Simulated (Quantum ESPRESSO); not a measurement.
# 2H-MoTe2, 1 layer, stepped through biaxial strain, part 2 of 7

What law, if any, do the results for 2H-MoTe2, 1 layer follow against biaxial strain?

Quantum ESPRESSO 7.5; plane-wave DFT, PBE, GBRV ultrasoft pseudopotentials.

So far. Step 2 (Relaxing cell and ions of the reference):  The last row is no step: it is a fresh SCF in the final cell with a new plane-wave basis, -0 meV from the row before.

**3. Relaxation with pw.x, -4 %**

The input, m0.relax.in:

```
&control
  prefix = 'm0.relax'
  outdir = './out'
  pseudo_dir = './pseudo'
  nstep = 40
  forc_conv_thr = 0.0003
  calculation = 'relax'
  tstress = .true.
/
&system
  ibrav = 0
  nat = 3
  ntyp = 2
  ecutwfc = 50
  ecutrho = 250
  occupations = 'smearing'
  smearing = 'fd'
  degauss = 0.002
/
&electrons
  conv_thr = 1e-09
  mixing_beta = 0.4
  electron_maxstep = 120
  mixing_mode = 'plain'
/
&ions
/
ATOMIC_SPECIES
  Te  127.6000  te_pbe_v1.uspp.F.UPF
  Mo  95.9500  mo_pbe_v1.uspp.F.UPF
CELL_PARAMETERS angstrom
  3.42375696288000 0.00000000000000 0.00000000000000
  -1.71187848096000 2.96506050624000 0.00000000000000
  0.00000000000000 0.00000000000000 18.77410263100000
ATOMIC_POSITIONS crystal
  Te  0.333333333300 0.666666666700 0.403499750100
  Mo  0.000000000000 0.000000000000 0.500000000000
  Te  0.333333333300 0.666666666700 0.596500249900
K_POINTS automatic
  12 12 1 0 0 0
```

Started as:

```console
> OMP_NUM_THREADS=1 mpirun -n 4 pw.x -nk 4 -in m0.relax.in > m0.relax.out
```

Log:

```text
[banner, memory and clock lines left out]
Program PWSCF v.7.5 starts
[citation notice left out]

[...]
Message from routine setup:
[...]
bravais-lattice index     =            0
     lattice parameter (alat)  =       6.4700  a.u.
     unit-cell volume          =    1286.1519 (a.u.)^3
     number of atoms/cell      =            3
     number of atomic types    =            2
     number of electrons       =        26.00
     number of Kohn-Sham states=           17
     kinetic-energy cutoff     =      50.0000  Ry
     charge density cutoff     =     250.0000  Ry
     scf convergence threshold =      1.0E-09
     mixing beta               =       0.4000
     number of iterations used =            8  plain     mixing
     energy convergence thresh.=      1.0E-04
     force convergence thresh. =      3.0E-04
     Exchange-correlation= SLA  PW   PBE  PBE
                           (   1   4   3   4   0   0   0)
     nstep                     =           40

[...]
PseudoPot. # 1 for Te read from file:
     ./pseudo/te_pbe_v1.uspp.F.UPF
     Pseudo is Ultrasoft + core correction, Zval =  6.0
     Generated by new atomic code, or converted to UPF format
     Using radial grid of  891 points,  5 beta functions with:
                l(1) =   0
                l(2) =   0
                l(3) =   1
                l(4) =   1
                l(5) =   2
     Q(r) pseudized with  6 coefficients,  rinner =    1.800   1.800   1.800
                                                       1.800   1.800

     PseudoPot. # 2 for Mo read from file:
     ./pseudo/mo_pbe_v1.uspp.F.UPF
     Pseudo is Ultrasoft + core correction, Zval = 14.0
     Generated by new atomic code, or converted to UPF format
     Using radial grid of  889 points,  6 beta functions with:
                l(1) =   0
                l(2) =   0
                l(3) =   1
                l(4) =   1
                l(5) =   2
                l(6) =   2
     Q(r) pseudized with  6 coefficients,  rinner =    1.000   1.000   1.000
                                                       1.000   1.000

     atomic species   valence    mass     pseudopotential
     Te                6.00   127.60000     Te( 1.00)
     Mo               14.00    95.95000     Mo( 1.00)

     12 Sym. Ops. (no inversion) found

[...]
number of k points=    19  Fermi-Dirac smearing, width (Ry)=  0.0020
[...]
Dense  grid:    85751 G-vectors     FFT dimensions: (  36,  36, 180)

     Smooth grid:    61557 G-vectors     FFT dimensions: (  30,  30, 160)

     Initial potential from superposition of free atoms

     starting charge      25.9985, renormalised to      26.0000

     negative rho (up, down):  2.061E-03 0.000E+00
     Starting wfcs are   21 randomized atomic wfcs

     per-process dynamical memory:    65.9 Mb

     Self-consistent Calculation

     iteration #  1     ecut=    50.00 Ry     beta= 0.40
     Davidson diagonalization with overlap
     ethr =  1.00E-02,  avg # of iterations =  2.0

     negative rho (up, down):  2.159E-03 0.000E+00

     total energy              =    -192.04378676 Ry
     estimated scf accuracy    <       0.70856208 Ry

     iteration #  2     ecut=    50.00 Ry     beta= 0.40
[...]
negative rho (up, down):  1.924E-03 0.000E+00

[...]
total energy              =    -192.08202839 Ry
     estimated scf accuracy    <       2.98579871 Ry

     iteration #  3     ecut=    50.00 Ry     beta= 0.40
[...]
negative rho (up, down):  1.944E-03 0.000E+00

[...]
total energy              =    -192.37623636 Ry
     estimated scf accuracy    <       0.02707044 Ry

     iteration #  4     ecut=    50.00 Ry     beta= 0.40
[...]
negative rho (up, down):  2.107E-03 0.000E+00

[...]
total energy              =    -192.37628388 Ry
     estimated scf accuracy    <       0.01305140 Ry

     iteration #  5     ecut=    50.00 Ry     beta= 0.40
[...]
negative rho (up, down):  2.141E-03 0.000E+00

[...]
total energy              =    -192.37528153 Ry
     estimated scf accuracy    <       0.02387418 Ry

     iteration #  6     ecut=    50.00 Ry     beta= 0.40
[...]
negative rho (up, down):  2.042E-03 0.000E+00

[...]
total energy              =    -192.37645514 Ry
     estimated scf accuracy    <       0.00134384 Ry

[...]
iteration # 12     ecut=    50.00 Ry     beta= 0.40
[...]
negative rho (up, down):  2.087E-03 0.000E+00

[...]
total energy              =    -192.37695666 Ry
     estimated scf accuracy    <       0.00000044 Ry

     iteration # 13     ecut=    50.00 Ry     beta= 0.40
[...]
negative rho (up, down):  2.088E-03 0.000E+00

[...]
total energy              =    -192.37695671 Ry
     estimated scf accuracy    <       0.00000002 Ry

     iteration # 14     ecut=    50.00 Ry     beta= 0.40
[...]
negative rho (up, down):  2.088E-03 0.000E+00

[...]
total energy              =    -192.37695672 Ry
     estimated scf accuracy    <          4.9E-09 Ry

     iteration # 15     ecut=    50.00 Ry     beta= 0.40
[...]
negative rho (up, down):  2.088E-03 0.000E+00

[...]
End of self-consistent calculation

          k = 0.0000 0.0000 0.0000 (  7717 PWs)   bands (ev):

   -59.6157 -33.8461 -33.6314 -33.6314 -12.0615 -11.1013  -4.3308  -1.0891
    -0.5898  -0.5898   0.2423   0.2423   0.2678   4.4962   4.4962   4.7866
     4.7866

          k = 0.0000 0.0962 0.0000 (  7709 PWs)   bands (ev):

   -59.6148 -33.8435 -33.6433 -33.6341 -11.9527 -11.0240  -4.2133  -1.2292
    -0.8244  -0.4982   0.0992   0.2641   0.2796   4.0367   4.1085   4.5398
     4.5776

[...]
the Fermi energy is     1.6751 ev

!    total energy              =    -192.37695672 Ry
     estimated scf accuracy    <          2.8E-10 Ry
     smearing contrib. (-TS)   =      -0.00000000 Ry
     internal energy E=F+TS    =    -192.37695672 Ry

     The total energy is F=E-TS. E is the sum of the following terms:
     one-electron contribution =    -823.97441687 Ry
     hartree contribution      =     414.02127402 Ry
     xc contribution           =     -48.46263217 Ry
     ewald contribution        =     266.03881830 Ry

     convergence has been achieved in  15 iterations

     negative rho (up, down):  2.088E-03 0.000E+00

     Forces acting on atoms (cartesian axes, Ry/au):

     atom    1 type  1   force =     0.00000000   -0.00000000   -0.03232513
     atom    2 type  2   force =     0.00000000    0.00000000    0.00000000
     atom    3 type  1   force =    -0.00000000   -0.00000000    0.03232513

     Total force =     0.045715     Total SCF correction =     0.000036

     Computing stress (Cartesian axis) and pressure

     negative rho (up, down):  2.088E-03 0.000E+00
          total   stress  (Ry/bohr**3)                   (kbar)     P=       32.24
   0.00024293  -0.00000000   0.00000000           35.74       -0.00        0.00
  -0.00000000   0.00024293   0.00000000           -0.00       35.74        0.00
   0.00000000   0.00000000   0.00017158            0.00        0.00       25.24

     BFGS Geometry Optimization
     Energy error            =      2.1E-03 Ry
     Gradient error          =      3.2E-02 Ry/Bohr

     number of scf cycles    =   1
     number of bfgs steps    =   0

     energy             new  =    -192.3769567244 Ry

     new trust radius        =       0.0323251289 bohr
     new conv_thr            =       0.0000000010 Ry

ATOMIC_POSITIONS (crystal)
Te               0.3333333333        0.6666666667        0.4025886162
Mo               0.0000000000        0.0000000000        0.5000000000
Te               0.3333333333        0.6666666667        0.5974113838

[...]
NEW-OLD atomic charge density approx. for the potential

     negative rho (up, down):  2.074E-03 0.000E+00

     per-process dynamical memory:   101.8 Mb

[...]
!    total energy              =    -192.37871493 Ry
[...]
Total force =     0.031322     Total SCF correction =     0.000019
[...]
number of bfgs steps    =   1
[...]
energy             new  =    -192.3787149299 Ry
[...]
new trust radius        =       0.0355576418 bohr
[...]
!    total energy              =    -192.37990838 Ry
[...]
Total force =     0.016271     Total SCF correction =     0.000000
[...]
number of bfgs steps    =   2
[...]
energy             new  =    -192.3799083767 Ry
[...]
new trust radius        =       0.0384407824 bohr
[...]
!    total energy              =    -192.38036993 Ry
[...]
Total force =     0.000857     Total SCF correction =     0.000001
[...]
number of bfgs steps    =   3
[...]
energy             new  =    -192.3803699321 Ry
[...]
new trust radius        =       0.0021383529 bohr
[...]
Self-consistent Calculation

     iteration #  1     ecut=    50.00 Ry     beta= 0.40
     Davidson diagonalization with overlap
     ethr =  1.00E-06,  avg # of iterations =  2.0

     Threshold (ethr) on eigenvalues was too large:
     Diagonalizing with lowered threshold

     Davidson diagonalization with overlap
     ethr =  2.58E-09,  avg # of iterations =  4.0

     negative rho (up, down):  2.059E-03 0.000E+00

     total energy              =    -192.38037097 Ry
     estimated scf accuracy    <       0.00000076 Ry

[...]
iteration #  7     ecut=    50.00 Ry     beta= 0.40
[...]
negative rho (up, down):  2.059E-03 0.000E+00

[...]
End of self-consistent calculation

          k = 0.0000 0.0000 0.0000 (  7717 PWs)   bands (ev):

   -59.5978 -33.8161 -33.5867 -33.5867 -11.8982 -11.0743  -4.1827  -1.1924
    -0.3187  -0.3187   0.2138   0.4552   0.4552   4.5053   4.5053   4.7227
     4.7245

          k = 0.0000 0.0962 0.0000 (  7709 PWs)   bands (ev):

   -59.5968 -33.8137 -33.5982 -33.5894 -11.7904 -10.9941  -4.0634  -1.2843
    -0.5557  -0.2289   0.2367   0.3152   0.4245   4.0281   4.0395   4.4847
     4.5681

[...]
the Fermi energy is     1.6348 ev

!    total energy              =    -192.38037126 Ry
     estimated scf accuracy    <          3.9E-12 Ry
     smearing contrib. (-TS)   =      -0.00000000 Ry
     internal energy E=F+TS    =    -192.38037126 Ry

     The total energy is F=E-TS. E is the sum of the following terms:
     one-electron contribution =    -811.45618905 Ry
     hartree contribution      =     407.80060293 Ry
     xc contribution           =     -48.38172422 Ry
     ewald contribution        =     259.65693907 Ry

     convergence has been achieved in   7 iterations

     negative rho (up, down):  2.059E-03 0.000E+00

     Forces acting on atoms (cartesian axes, Ry/au):

     atom    1 type  1   force =    -0.00000000   -0.00000000   -0.00001746
     atom    2 type  2   force =     0.00000000    0.00000000    0.00000000
     atom    3 type  1   force =     0.00000000    0.00000000    0.00001746

     Total force =     0.000025     Total SCF correction =     0.000001

     Computing stress (Cartesian axis) and pressure

     negative rho (up, down):  2.059E-03 0.000E+00
          total   stress  (Ry/bohr**3)                   (kbar)     P=       17.04
   0.00017386  -0.00000000   0.00000000           25.58       -0.00        0.00
  -0.00000000   0.00017386   0.00000000           -0.00       25.58        0.00
   0.00000000  -0.00000000  -0.00000026            0.00       -0.00       -0.04

     Energy error            =      1.3E-06 Ry
     Gradient error          =      1.7E-05 Ry/Bohr

     bfgs converged in   5 scf cycles and   4 bfgs steps
     (criteria: energy <  1.0E-04 Ry, force <  3.0E-04 Ry/Bohr)

     End of BFGS Geometry Optimization

     Final energy             =    -192.3803712646 Ry

     File ./out/m0.relax.bfgs deleted, as requested
Begin final coordinates

ATOMIC_POSITIONS (crystal)
Te               0.3333333333        0.6666666667        0.4004425830
Mo               0.0000000000        0.0000000000        0.5000000000
Te               0.3333333333        0.6666666667        0.5995574170
End final coordinates

[...]
```

It took 71 s on 4 MPI ranks of Arm Neoverse V1, shared host; peak memory 0.74 GiB; 4.8 min of CPU time.

Step by step:

```
step  energy less that of the first step (eV)  largest force (eV/Å)
   1                                   0.0000                0.8311
   2                                  -0.0239                0.5694
   3                                  -0.0402                0.2958
   4                                  -0.0464                0.0156
   5                                  -0.0465                0.0004
```

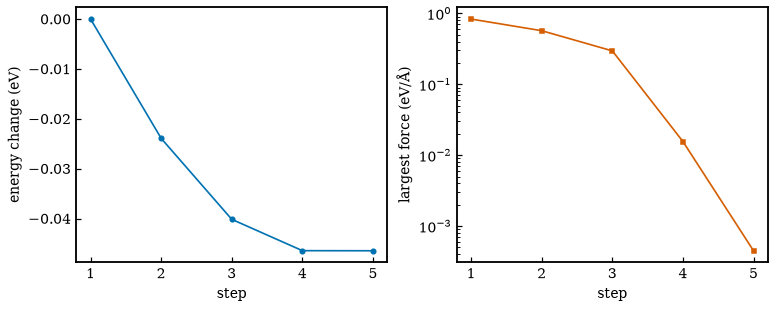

Energy and largest force along the relaxation.

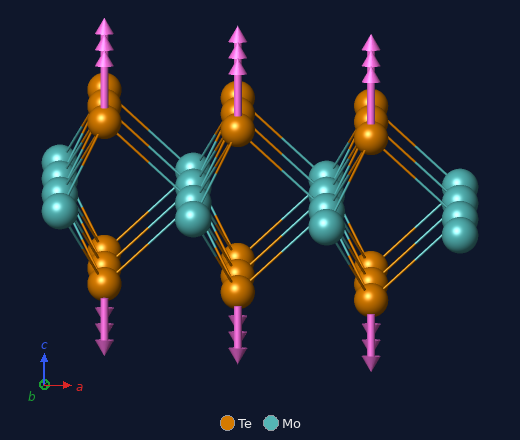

Displacements in the relaxation, exaggerated; the longest in the cell stands for 0.06 Å. Bonds to atoms that aren't drawn are left out. 3×3×1 cells are drawn. Some periodic images of atoms are drawn too.

The atoms that moved most (Å):

```
atom     dx     dy      dz  length
 Te1  0.000  0.000  -0.057   0.057
 Te3  0.000  0.000   0.057   0.057
```

Final coordinates:

```xyz
3
Lattice="3.4238 0.0000 0.0000 -1.7119 2.9651 0.0000 0.0000 0.0000 18.7741" Properties=species:S:1:pos:R:3
Te    0.0000    1.9767    7.5180
Mo    0.0000    0.0000    9.3871
Te    0.0000    1.9767   11.2562
```

The relaxation lowers the energy by 15 meV an atom.

This step gave:

```
free energy  : -2617.4683 eV
Fermi energy : 1.635 eV
```

**4. Self-consistent run, -4 %**

The self-consistent run of this member.

The input, m0.scf.in:

```
&control
  prefix = 'm0.scf'
  outdir = './out'
  pseudo_dir = './pseudo'
  calculation = 'scf'
  tprnfor = .true.
/
&system
  ibrav = 0
  nat = 3
  ntyp = 2
  ecutwfc = 40
  ecutrho = 200
  occupations = 'smearing'
  smearing = 'fd'
  degauss = 0.002
  nbnd = 17
/
&electrons
  conv_thr = 1e-09
  mixing_beta = 0.4
  electron_maxstep = 120
  mixing_mode = 'plain'
/
ATOMIC_SPECIES
  Te  127.6000  te_pbe_v1.uspp.F.UPF
  Mo  95.9500  mo_pbe_v1.uspp.F.UPF
CELL_PARAMETERS angstrom
  3.42375696288000 0.00000000000000 0.00000000000000
  -1.71187848096000 2.96506050624000 0.00000000000000
  0.00000000000000 0.00000000000000 18.77410263100000
ATOMIC_POSITIONS crystal
  Te  0.333333333300 0.666666666700 0.400442583000
  Mo  0.000000000000 0.000000000000 0.500000000000
  Te  0.333333333300 0.666666666700 0.599557417000
K_POINTS automatic
  12 12 1 0 0 0
```

Started as:

```console
> OMP_NUM_THREADS=1 mpirun -n 4 pw.x -nk 4 -in m0.scf.in > m0.scf.out
```

Log:

```text
[banner, memory and clock lines left out]
Program PWSCF v.7.5 starts
[citation notice left out]

[...]
Message from routine setup:
[...]
bravais-lattice index     =            0
     lattice parameter (alat)  =       6.4700  a.u.
     unit-cell volume          =    1286.1519 (a.u.)^3
     number of atoms/cell      =            3
     number of atomic types    =            2
     number of electrons       =        26.00
     number of Kohn-Sham states=           17
     kinetic-energy cutoff     =      40.0000  Ry
     charge density cutoff     =     200.0000  Ry
     scf convergence threshold =      1.0E-09
     mixing beta               =       0.4000
     number of iterations used =            8  plain     mixing
     Exchange-correlation= SLA  PW   PBE  PBE
                           (   1   4   3   4   0   0   0)

[...]
PseudoPot. # 1 for Te read from file:
     ./pseudo/te_pbe_v1.uspp.F.UPF
     Pseudo is Ultrasoft + core correction, Zval =  6.0
     Generated by new atomic code, or converted to UPF format
     Using radial grid of  891 points,  5 beta functions with:
                l(1) =   0
                l(2) =   0
                l(3) =   1
                l(4) =   1
                l(5) =   2
     Q(r) pseudized with  6 coefficients,  rinner =    1.800   1.800   1.800
                                                       1.800   1.800

     PseudoPot. # 2 for Mo read from file:
     ./pseudo/mo_pbe_v1.uspp.F.UPF
     Pseudo is Ultrasoft + core correction, Zval = 14.0
     Generated by new atomic code, or converted to UPF format
     Using radial grid of  889 points,  6 beta functions with:
                l(1) =   0
                l(2) =   0
                l(3) =   1
                l(4) =   1
                l(5) =   2
                l(6) =   2
     Q(r) pseudized with  6 coefficients,  rinner =    1.000   1.000   1.000
                                                       1.000   1.000

     atomic species   valence    mass     pseudopotential
     Te                6.00   127.60000     Te( 1.00)
     Mo               14.00    95.95000     Mo( 1.00)

     12 Sym. Ops. (no inversion) found

[...]
number of k points=    19  Fermi-Dirac smearing, width (Ry)=  0.0020
[...]
Dense  grid:    61557 G-vectors     FFT dimensions: (  30,  30, 160)

     Smooth grid:    43949 G-vectors     FFT dimensions: (  27,  27, 144)

     Initial potential from superposition of free atoms

     starting charge      25.9985, renormalised to      26.0000

     negative rho (up, down):  2.169E-03 0.000E+00
     Starting wfcs are   21 randomized atomic wfcs

     per-process dynamical memory:    47.9 Mb

     Self-consistent Calculation

     iteration #  1     ecut=    40.00 Ry     beta= 0.40
     Davidson diagonalization with overlap
     ethr =  1.00E-02,  avg # of iterations =  2.0

     negative rho (up, down):  2.252E-03 0.000E+00

     total energy              =    -192.01916698 Ry
     estimated scf accuracy    <       0.75195347 Ry

     iteration #  2     ecut=    40.00 Ry     beta= 0.40
[...]
negative rho (up, down):  1.572E-03 0.000E+00

[...]
total energy              =    -192.01919989 Ry
     estimated scf accuracy    <       3.79128100 Ry

     iteration #  3     ecut=    40.00 Ry     beta= 0.40
[...]
negative rho (up, down):  1.591E-03 0.000E+00

[...]
total energy              =    -192.37913676 Ry
     estimated scf accuracy    <       0.03291769 Ry

     iteration #  4     ecut=    40.00 Ry     beta= 0.40
[...]
negative rho (up, down):  1.810E-03 0.000E+00

[...]
total energy              =    -192.38275972 Ry
     estimated scf accuracy    <       0.01773979 Ry

     iteration #  5     ecut=    40.00 Ry     beta= 0.40
[...]
negative rho (up, down):  2.352E-03 0.000E+00

[...]
total energy              =    -192.37979899 Ry
     estimated scf accuracy    <       0.09028805 Ry

     iteration #  6     ecut=    40.00 Ry     beta= 0.40
[...]
negative rho (up, down):  2.338E-03 0.000E+00

[...]
total energy              =    -192.37960233 Ry
     estimated scf accuracy    <       0.02658718 Ry

[...]
iteration # 15     ecut=    40.00 Ry     beta= 0.40
[...]
negative rho (up, down):  2.182E-03 0.000E+00

[...]
total energy              =    -192.37944020 Ry
     estimated scf accuracy    <       0.00000023 Ry

     iteration # 16     ecut=    40.00 Ry     beta= 0.40
[...]
negative rho (up, down):  2.182E-03 0.000E+00

[...]
total energy              =    -192.37944021 Ry
     estimated scf accuracy    <          6.3E-09 Ry

     iteration # 17     ecut=    40.00 Ry     beta= 0.40
[...]
negative rho (up, down):  2.183E-03 0.000E+00

[...]
total energy              =    -192.37944022 Ry
     estimated scf accuracy    <          2.9E-09 Ry

     iteration # 18     ecut=    40.00 Ry     beta= 0.40
[...]
negative rho (up, down):  2.183E-03 0.000E+00

[...]
End of self-consistent calculation

          k = 0.0000 0.0000 0.0000 (  5555 PWs)   bands (ev):

   -59.5980 -33.8153 -33.5860 -33.5860 -11.8974 -11.0735  -4.1820  -1.1914
    -0.3178  -0.3178   0.2149   0.4560   0.4560   4.5062   4.5062   4.7236
     4.7581

          k = 0.0000 0.0962 0.0000 (  5553 PWs)   bands (ev):

   -59.5971 -33.8130 -33.5975 -33.5887 -11.7896 -10.9933  -4.0626  -1.2835
    -0.5549  -0.2280   0.2377   0.3160   0.4254   4.0291   4.0409   4.4856
     4.5689

[...]
the Fermi energy is     1.6356 ev

!    total energy              =    -192.37944022 Ry
     estimated scf accuracy    <          2.7E-11 Ry
     smearing contrib. (-TS)   =      -0.00000000 Ry
     internal energy E=F+TS    =    -192.37944022 Ry

     The total energy is F=E-TS. E is the sum of the following terms:
     one-electron contribution =    -811.45637391 Ry
     hartree contribution      =     407.80189550 Ry
     xc contribution           =     -48.38190088 Ry
     ewald contribution        =     259.65693907 Ry

     convergence has been achieved in  18 iterations

     negative rho (up, down):  2.183E-03 0.000E+00

     Forces acting on atoms (cartesian axes, Ry/au):

     atom    1 type  1   force =     0.00000000    0.00000000   -0.00001485
     atom    2 type  2   force =     0.00000000    0.00000000    0.00000000
     atom    3 type  1   force =     0.00000000    0.00000000    0.00001485

     Total force =     0.000021     Total SCF correction =     0.000013
     SCF correction compared to forces is large: reduce conv_thr to get better values

[...]
```

The job ended after 18 s (4 MPI ranks; peak memory 0.57 GiB; 74 s of CPU time).

This step gave:

| Item | Value |
| --- | --- |
| free energy | -2617.4556 eV |
| Fermi energy | 1.636 eV |
| valence top, on the run's zero | 1.101 eV |
| conduction bottom, on the run's zero | 2.194 eV |
| gap by band count | 1.093 eV |

(Continued in part 3 of 7.)

[Logs are printed without paths, hosts, clocks, repeated set-up lines and the standing remarks that a program may print on its own settings, such as how far it seeks lower states.]

[Hosts, paths, dates, database ids (printed as entryN), source tags and the programs' standing remarks are cut or masked in the printed files.]

[Maps of the electrostatic potential energy from Ansatz leave out the sawtooth potential of an applied field or a dipole correction, so their vacuum need not be flat; planar profiles and work functions include it.]
